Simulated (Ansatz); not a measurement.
H₂O···CO (SMILES O.[C-]#[O+])

Input file:

```
crystal:
  periodic: [false, false, false]
  atoms:
    - {symbol: O, position_ang: [-0.274845, -0.022194, -1.651791]}
    - {symbol: H, position_ang: [-0.170972, -0.020918, -0.695378]}
    - {symbol: H, position_ang: [0.611736, -0.132898, -2.000592]}
    - {symbol: C, position_ang: [-0.055954, 0.056249, 1.614631]}
    - {symbol: O, position_ang: [-0.109964, 0.119760, 2.733031]}
basis:
  gaussian: {orbitals: "def2-TZVPPD.json"}
hamiltonian: {xc: pbe0, dispersion: d4}
output: {orbitals: {seedname: orbitals}}
```

Launched as:

```sh
ansatz run in.yaml --threads 2 --pin off --events-out ev --progress --plain --max-ram 5222MiB
```

Geometry: PBE0-D4/def2-TZVP.

These are results of Ansatz, RKS PBE0-D4/def2-TZVPPD, not measurements.

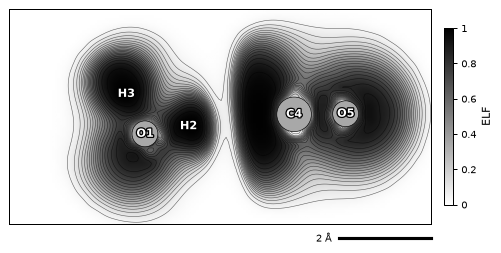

Figure 1. ELF on the molecular plane. Grey discs cover the atomic cores.

Interpret the plot.

The section cuts through O, H and C sites. C4···H2 (2.31 Å): the ELF dips to about 0.05 between them. C–O (1.12 Å): the ELF peaks at about 0.90 between the atoms; a multiple bond. O–H (0.96 Å): the ELF climbs to about 1 towards the hydrogen, as it does in any bond to H; an ordinary covalent bond to hydrogen. The ELF also peaks beside O1 and O5, away from the bonds: lone-pair regions.

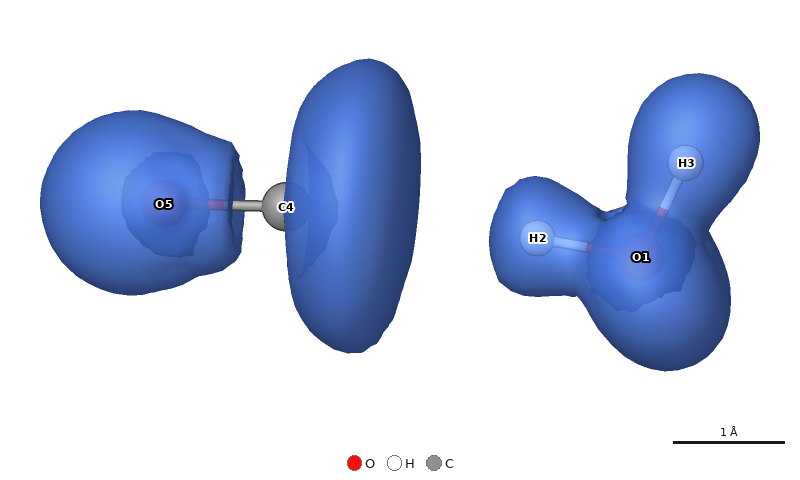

Figure 2. Isosurface of the ELF at 0.75 (blue), seen across its widest extent. Core shells and regions of very low density are left out.

Where are the electrons localised?

The ELF exceeds this value in one region on O in which the atom's valence shell and bonds are merged, one lobe on C, pointing away from the bonds (lone pairs) and one joined region spread over several atoms (H, O), in which their bonds and any lone pairs are merged.

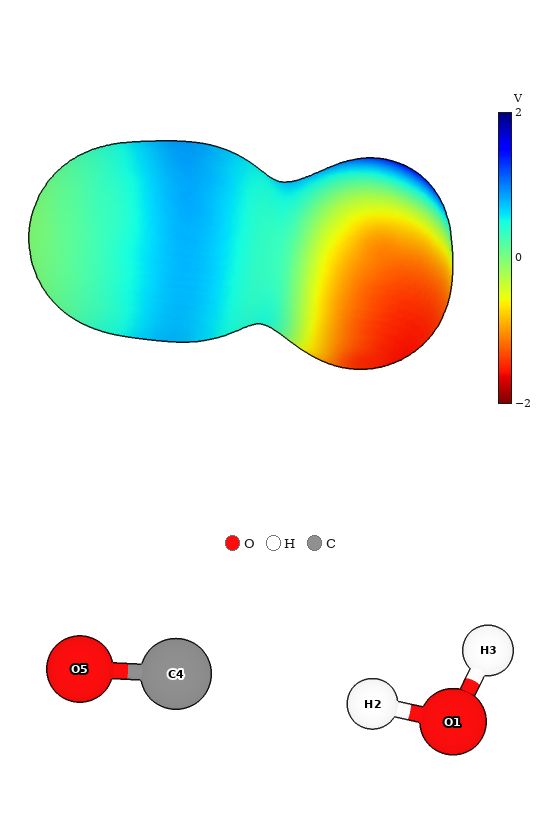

Figure 3. The molecular electrostatic potential painted on the density surface at 0.001 e/bohr³, seen at a tilt; the colour scale runs from red (negative) to blue (positive). The bare structure is drawn below in the same view.

Describe the electrostatic potential map.

The most negative region (about −1.6 V, or −37 kcal/mol for a unit charge) lies over O1, the most positive (about +1.7 V, or +39 kcal/mol for a unit charge) over H3. O1 is the likeliest acceptor of a hydrogen bond.
